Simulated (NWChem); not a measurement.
Energy and gradient calculation of InNH3O (part 2 of 3)

InNH3O, multiplicity 2, SMILES [NH2][In][OH]; HF/def2-SVP, UHF, core potentials def2-SVP (NWChem 7.3.0). The geometry comes from this level: PBE0-D4/def2-TZVP.

Geometry of the input (Å):
```
N  -0.9804  -0.2178  -1.0444
In 0.9409  -0.0967  -0.2874
O  0.9330  -0.1081  1.7217
H  -1.0450  0.0344  -2.0241
H  -1.6122  0.3916  -0.5319
H  1.8056  -0.0672  2.1200
```

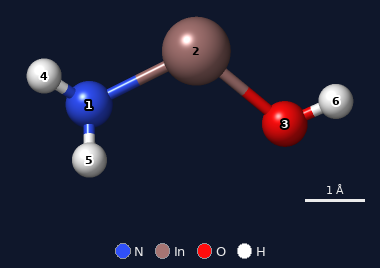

**Figure 1.** The structure (ball-and-stick view, seen on its broad side; atoms are numbered from 1 in the order of the input). Sticks mark near contacts.

**What the program printed, continued**
```
 Vector   21  Occ=0.000000D+00  E= 4.673759D-02
              MO Center=  1.1D+00,  8.5D-03, -3.5D-01, r^2= 5.7D+00
   Bfn.  Coefficient  Atom+Function         Bfn.  Coefficient  Atom+Function
  ----- ------------  ---------------      ----- ------------  ---------------
    29      0.826707  2 In py                26      0.291805  2 In py
    48     -0.172797  3 O  py                 8     -0.162915  1 N  py

 Vector   22  Occ=0.000000D+00  E= 1.006334D-01
              MO Center=  1.3D+00, -9.4D-02, -5.8D-01, r^2= 7.4D+00
   Bfn.  Coefficient  Atom+Function         Bfn.  Coefficient  Atom+Function
  ----- ------------  ---------------      ----- ------------  ---------------
    30      1.078038  2 In pz                28      0.783638  2 In px
     3      0.455759  1 N  s                 43     -0.305820  3 O  s

 Vector   23  Occ=0.000000D+00  E= 1.299708D-01
              MO Center=  3.9D-01, -1.1D-01,  3.5D-02, r^2= 7.2D+00
   Bfn.  Coefficient  Atom+Function         Bfn.  Coefficient  Atom+Function
  ----- ------------  ---------------      ----- ------------  ---------------
    28      0.879794  2 In px                 3      0.681550  1 N  s
    30     -0.552276  2 In pz                18     -0.517141  2 In s
    43      0.436926  3 O  s                 56     -0.244729  4 H  s
    16      0.158903  2 In s                 66     -0.157581  6 H  s

 Vector   24  Occ=0.000000D+00  E= 2.169111D-01
              MO Center=  8.8D-01,  1.0D-01, -7.1D-01, r^2= 8.6D+00
   Bfn.  Coefficient  Atom+Function         Bfn.  Coefficient  Atom+Function
  ----- ------------  ---------------      ----- ------------  ---------------
     3      0.998678  1 N  s                 56     -0.943375  4 H  s
    17      0.905339  2 In s                 28     -0.652883  2 In px
    61     -0.641817  5 H  s                 66     -0.586801  6 H  s
    18     -0.510003  2 In s                 25      0.476827  2 In px
    43      0.373832  3 O  s                 30      0.266974  2 In pz

 Vector   25  Occ=0.000000D+00  E= 2.643013D-01
              MO Center= -3.2D-01,  3.0D-01,  2.5D-01, r^2= 7.9D+00
   Bfn.  Coefficient  Atom+Function         Bfn.  Coefficient  Atom+Function
  ----- ------------  ---------------      ----- ------------  ---------------
    61      1.564440  5 H  s                 66     -1.045590  6 H  s
     3     -0.662840  1 N  s                 43      0.507892  3 O  s
    28      0.496646  2 In px                30      0.438562  2 In pz
     7      0.434198  1 N  px                26     -0.414884  2 In py
     8     -0.335407  1 N  py                 9     -0.314997  1 N  pz

 Vector   26  Occ=0.000000D+00  E= 2.858164D-01
              MO Center= -3.0D-01, -8.1D-03, -1.5D+00, r^2= 6.7D+00
   Bfn.  Coefficient  Atom+Function         Bfn.  Coefficient  Atom+Function
  ----- ------------  ---------------      ----- ------------  ---------------
    56      1.850793  4 H  s                 18     -1.048690  2 In s
    17      0.956269  2 In s                  9      0.707899  1 N  pz
    66     -0.604341  6 H  s                 30      0.520600  2 In pz
     3     -0.494566  1 N  s                 61     -0.451063  5 H  s
    43      0.338499  3 O  s                 25      0.277203  2 In px

 Vector   27  Occ=0.000000D+00  E= 2.910798D-01
              MO Center=  1.4D+00, -6.0D-01,  5.9D-01, r^2= 6.3D+00
   Bfn.  Coefficient  Atom+Function         Bfn.  Coefficient  Atom+Function
  ----- ------------  ---------------      ----- ------------  ---------------
    18      1.486692  2 In s                 66     -1.250630  6 H  s
    17     -1.112689  2 In s                 26      0.744943  2 In py
    29     -0.595651  2 In py                43      0.350173  3 O  s
    47      0.314676  3 O  px                25     -0.301849  2 In px
    30      0.298826  2 In pz                61     -0.280461  5 H  s

 Vector   28  Occ=0.000000D+00  E= 3.039056D-01
              MO Center=  5.1D-01,  4.7D-01, -2.2D-01, r^2= 6.4D+00
   Bfn.  Coefficient  Atom+Function         Bfn.  Coefficient  Atom+Function
  ----- ------------  ---------------      ----- ------------  ---------------
    18      1.240468  2 In s                 61     -1.095047  5 H  s
    26     -1.065055  2 In py                29      0.859743  2 In py
    17     -0.838713  2 In s                 66     -0.455805  6 H  s
     3      0.440685  1 N  s                  7     -0.284516  1 N  px
    27      0.263955  2 In pz                28     -0.242614  2 In px

 Vector   29  Occ=0.000000D+00  E= 3.904975D-01
              MO Center=  5.3D-01, -1.4D-01, -9.8D-02, r^2= 4.5D+00
   Bfn.  Coefficient  Atom+Function         Bfn.  Coefficient  Atom+Function
  ----- ------------  ---------------      ----- ------------  ---------------
    17      1.320758  2 In s                 25     -1.134389  2 In px
    18     -1.051203  2 In s                 28      1.056401  2 In px
    61      0.582119  5 H  s                 40     -0.365279  2 In d  2
    16     -0.325295  2 In s                  2     -0.177734  1 N  s
    66     -0.178607  6 H  s                 19      0.173821  2 In px

 Vector   30  Occ=0.000000D+00  E= 3.958506D-01
              MO Center=  1.1D+00, -7.2D-02, -3.5D-01, r^2= 5.3D+00
   Bfn.  Coefficient  Atom+Function         Bfn.  Coefficient  Atom+Function
  ----- ------------  ---------------      ----- ------------  ---------------
    30     -1.302422  2 In pz                27      1.230162  2 In pz
    56     -0.734289  4 H  s                 66      0.620676  6 H  s
    17      0.515794  2 In s                 38     -0.460783  2 In d  0
    28     -0.446965  2 In px                18     -0.437356  2 In s
    25      0.347194  2 In px                61      0.322614  5 H  s

 Vector   31  Occ=0.000000D+00  E= 5.060982D-01
              MO Center=  6.2D-01, -6.4D-02, -2.0D-01, r^2= 3.2D+00
   Bfn.  Coefficient  Atom+Function         Bfn.  Coefficient  Atom+Function
  ----- ------------  ---------------      ----- ------------  ---------------
    39      0.743845  2 In d  1              40      0.650256  2 In d  2
    34     -0.307941  2 In d  1              55      0.253550  4 H  s
    35     -0.248106  2 In d  2              18      0.231298  2 In s
    56     -0.218684  4 H  s                 60     -0.209734  5 H  s
    65      0.195660  6 H  s                 36     -0.185807  2 In d -2

                     UHF Final Beta Molecular Orbital Analysis
                     -----------------------------------------

 Vector    7  Occ=1.000000D+00  E=-1.228878D+00
              MO Center=  1.1D+00, -9.9D-02,  1.6D+00, r^2= 6.8D-01
   Bfn.  Coefficient  Atom+Function         Bfn.  Coefficient  Atom+Function
  ----- ------------  ---------------      ----- ------------  ---------------
    42      0.535930  3 O  s                 43      0.362385  3 O  s
    41      0.275033  3 O  s                 65      0.198772  6 H  s
    33      0.182713  2 In d  0

 Vector    8  Occ=1.000000D+00  E=-1.083497D+00
              MO Center= -5.0D-01, -6.9D-02, -8.8D-01, r^2= 1.5D+00
   Bfn.  Coefficient  Atom+Function         Bfn.  Coefficient  Atom+Function
  ----- ------------  ---------------      ----- ------------  ---------------
     2      0.429422  1 N  s                 35      0.376700  2 In d  2
    34     -0.283263  2 In d  1               1      0.221722  1 N  s
     3      0.221030  1 N  s                 55      0.170633  4 H  s
    60      0.169847  5 H  s

 Vector    9  Occ=1.000000D+00  E=-1.023937D+00
              MO Center=  9.4D-01, -9.7D-02, -2.8D-01, r^2= 4.6D-01
   Bfn.  Coefficient  Atom+Function         Bfn.  Coefficient  Atom+Function
  ----- ------------  ---------------      ----- ------------  ---------------
    32      0.956030  2 In d -1              31      0.177661  2 In d -2

 Vector   10  Occ=1.000000D+00  E=-1.023729D+00
              MO Center=  9.3D-01, -9.5D-02, -2.9D-01, r^2= 4.6D-01
   Bfn.  Coefficient  Atom+Function         Bfn.  Coefficient  Atom+Function
  ----- ------------  ---------------      ----- ------------  ---------------
    31      0.955472  2 In d -2              32     -0.182276  2 In d -1

 Vector   11  Occ=1.000000D+00  E=-1.022464D+00
              MO Center=  9.3D-01, -9.6D-02, -2.6D-01, r^2= 5.7D-01
   Bfn.  Coefficient  Atom+Function         Bfn.  Coefficient  Atom+Function
  ----- ------------  ---------------      ----- ------------  ---------------
    35      0.691544  2 In d  2              33      0.480883  2 In d  0
    34      0.466359  2 In d  1

 Vector   12  Occ=1.000000D+00  E=-1.012599D+00
              MO Center=  9.4D-01, -9.7D-02, -2.0D-01, r^2= 6.7D-01
   Bfn.  Coefficient  Atom+Function         Bfn.  Coefficient  Atom+Function
  ----- ------------  ---------------      ----- ------------  ---------------
    33      0.741957  2 In d  0              34     -0.581900  2 In d  1
    35     -0.156334  2 In d  2

 Vector   13  Occ=1.000000D+00  E=-9.995650D-01
              MO Center=  3.8D-01, -7.7D-02, -5.1D-01, r^2= 1.7D+00
   Bfn.  Coefficient  Atom+Function         Bfn.  Coefficient  Atom+Function
  ----- ------------  ---------------      ----- ------------  ---------------
    34      0.551125  2 In d  1              35     -0.545088  2 In d  2
    33      0.311902  2 In d  0               2      0.254753  1 N  s

 Vector   14  Occ=1.000000D+00  E=-6.166240D-01
              MO Center= -4.9D-01, -5.2D-02, -3.9D-01, r^2= 3.4D+00
   Bfn.  Coefficient  Atom+Function         Bfn.  Coefficient  Atom+Function
  ----- ------------  ---------------      ----- ------------  ---------------
     6      0.358857  1 N  pz                55      0.297631  4 H  s
    60     -0.243660  5 H  s                 44      0.202342  3 O  px
    65      0.194056  6 H  s                  9     -0.175633  1 N  pz
    46      0.153441  3 O  pz

 Vector   15  Occ=1.000000D+00  E=-5.993747D-01
              MO Center=  3.0D-01, -7.8D-02,  7.1D-01, r^2= 3.6D+00
   Bfn.  Coefficient  Atom+Function         Bfn.  Coefficient  Atom+Function
  ----- ------------  ---------------      ----- ------------  ---------------
    44      0.328006  3 O  px                65      0.294692  6 H  s
    60      0.218770  5 H  s                 46      0.217465  3 O  pz
    43     -0.195723  3 O  s                  6     -0.188193  1 N  pz
    47      0.186663  3 O  px                17     -0.177415  2 In s
     4      0.151900  1 N  px

 Vector   16  Occ=1.000000D+00  E=-4.964869D-01
              MO Center= -2.0D-01, -2.1D-01, -2.6D-01, r^2= 3.0D+00
   Bfn.  Coefficient  Atom+Function         Bfn.  Coefficient  Atom+Function
  ----- ------------  ---------------      ----- ------------  ---------------
    17      0.330669  2 In s                  4     -0.266732  1 N  px
    44      0.237591  3 O  px                16     -0.226801  2 In s
     5      0.218080  1 N  py                 3      0.190263  1 N  s
     7      0.176864  1 N  px                47      0.170102  3 O  px
    60     -0.155558  5 H  s                  6     -0.150690  1 N  pz

 Vector   17  Occ=1.000000D+00  E=-4.494723D-01
              MO Center=  8.7D-01, -1.0D-01,  1.5D+00, r^2= 1.3D+00
   Bfn.  Coefficient  Atom+Function         Bfn.  Coefficient  Atom+Function
  ----- ------------  ---------------      ----- ------------  ---------------
    45      0.552693  3 O  py                48      0.455058  3 O  py

 Vector   18  Occ=1.000000D+00  E=-4.381752D-01
              MO Center=  6.0D-01, -1.5D-01,  1.0D+00, r^2= 2.7D+00
   Bfn.  Coefficient  Atom+Function         Bfn.  Coefficient  Atom+Function
  ----- ------------  ---------------      ----- ------------  ---------------
    46      0.372373  3 O  pz                49      0.299775  3 O  pz
    44     -0.228308  3 O  px                45      0.223631  3 O  py
    47     -0.195475  3 O  px                48      0.187182  3 O  py
     5      0.184856  1 N  py                27     -0.163117  2 In pz
    17     -0.152704  2 In s

 Vector   19  Occ=1.000000D+00  E=-3.685842D-01
              MO Center= -6.5D-01, -1.5D-01, -8.2D-01, r^2= 2.1D+00
   Bfn.  Coefficient  Atom+Function         Bfn.  Coefficient  Atom+Function
  ----- ------------  ---------------      ----- ------------  ---------------
     5      0.394881  1 N  py                 8     -0.381644  1 N  py
     4      0.265199  1 N  px                 7     -0.239153  1 N  px
    17     -0.165454  2 In s                 46     -0.150190  3 O  pz

 Vector   20  Occ=0.000000D+00  E= 1.085133D-02
              MO Center=  1.5D+00, -9.8D-02, -6.5D-01, r^2= 3.9D+00
   Bfn.  Coefficient  Atom+Function         Bfn.  Coefficient  Atom+Function
  ----- ------------  ---------------      ----- ------------  ---------------
    18      0.805816  2 In s                 28      0.329635  2 In px
     3     -0.280230  1 N  s                 16     -0.222983  2 In s
     7     -0.203660  1 N  px                49      0.173105  3 O  pz
     4      0.171094  1 N  px                30     -0.161877  2 In pz
    61      0.160645  5 H  s                 46      0.153081  3 O  pz

 Vector   21  Occ=0.000000D+00  E= 7.568420D-02
              MO Center=  9.9D-01, -4.0D-03, -3.2D-01, r^2= 6.2D+00
   Bfn.  Coefficient  Atom+Function         Bfn.  Coefficient  Atom+Function
  ----- ------------  ---------------      ----- ------------  ---------------
    29      0.904488  2 In py                26      0.197484  2 In py
     8     -0.182022  1 N  py                48     -0.174540  3 O  py
    28     -0.154005  2 In px

 Vector   22  Occ=0.000000D+00  E= 1.248005D-01
              MO Center=  1.2D+00, -8.8D-02, -5.4D-01, r^2= 8.1D+00
   Bfn.  Coefficient  Atom+Function         Bfn.  Coefficient  Atom+Function
  ----- ------------  ---------------      ----- ------------  ---------------
    30      1.148176  2 In pz                28      0.769157  2 In px
     3      0.513001  1 N  s                 43     -0.358970  3 O  s

 Vector   23  Occ=0.000000D+00  E= 1.436554D-01
              MO Center=  2.0D-01, -1.2D-01,  4.6D-02, r^2= 7.3D+00
   Bfn.  Coefficient  Atom+Function         Bfn.  Coefficient  Atom+Function
  ----- ------------  ---------------      ----- ------------  ---------------
    28      0.892826  2 In px                 3      0.777012  1 N  s
    18     -0.587724  2 In s                 30     -0.525208  2 In pz
    43      0.428090  3 O  s                 56     -0.274926  4 H  s
    61     -0.172207  5 H  s                 66     -0.160504  6 H  s

 Vector   24  Occ=0.000000D+00  E= 2.387230D-01
              MO Center=  5.0D-01,  1.0D-01, -5.5D-01, r^2= 9.0D+00
   Bfn.  Coefficient  Atom+Function         Bfn.  Coefficient  Atom+Function
  ----- ------------  ---------------      ----- ------------  ---------------
    56      1.194405  4 H  s                  3     -0.958923  1 N  s
    66      0.777142  6 H  s                 28      0.647303  2 In px
    61      0.629197  5 H  s                 17     -0.492594  2 In s
     9      0.371705  1 N  pz                43     -0.366131  3 O  s
    25     -0.350917  2 In px                47     -0.267901  3 O  px

 Vector   25  Occ=0.000000D+00  E= 2.710498D-01
              MO Center= -4.1D-01,  3.3D-01,  1.8D-01, r^2= 8.0D+00
   Bfn.  Coefficient  Atom+Function         Bfn.  Coefficient  Atom+Function
  ----- ------------  ---------------      ----- ------------  ---------------
    61      1.686291  5 H  s                 66     -1.048392  6 H  s
     3     -0.673276  1 N  s                 28      0.638532  2 In px
    43      0.488397  3 O  s                  7      0.463129  1 N  px
    30      0.450471  2 In pz                 8     -0.340794  1 N  py
     9     -0.341755  1 N  pz                26     -0.311219  2 In py

 Vector   26  Occ=0.000000D+00  E= 2.939754D-01
              MO Center=  1.6D-01,  5.5D-02, -4.3D-01, r^2= 9.7D+00
   Bfn.  Coefficient  Atom+Function         Bfn.  Coefficient  Atom+Function
  ----- ------------  ---------------      ----- ------------  ---------------
    56      1.687639  4 H  s                 66     -1.288415  6 H  s
    30      0.770889  2 In pz                 9      0.665027  1 N  pz
    61     -0.662434  5 H  s                 43      0.467348  3 O  s
    28      0.389709  2 In px                 3     -0.374945  1 N  s
    47      0.306073  3 O  px                17      0.258889  2 In s

 Vector   27  Occ=0.000000D+00  E= 3.139808D-01
              MO Center=  1.1D+00, -7.6D-01, -2.8D-01, r^2= 5.1D+00
   Bfn.  Coefficient  Atom+Function         Bfn.  Coefficient  Atom+Function
  ----- ------------  ---------------      ----- ------------  ---------------
    26      1.181702  2 In py                17     -0.984193  2 In s
    18      0.939864  2 In s                 29     -0.876895  2 In py
    66     -0.389039  6 H  s                 61      0.346044  5 H  s
    25     -0.328216  2 In px                56     -0.230315  4 H  s
    16      0.229158  2 In s                 28      0.228066  2 In px
```
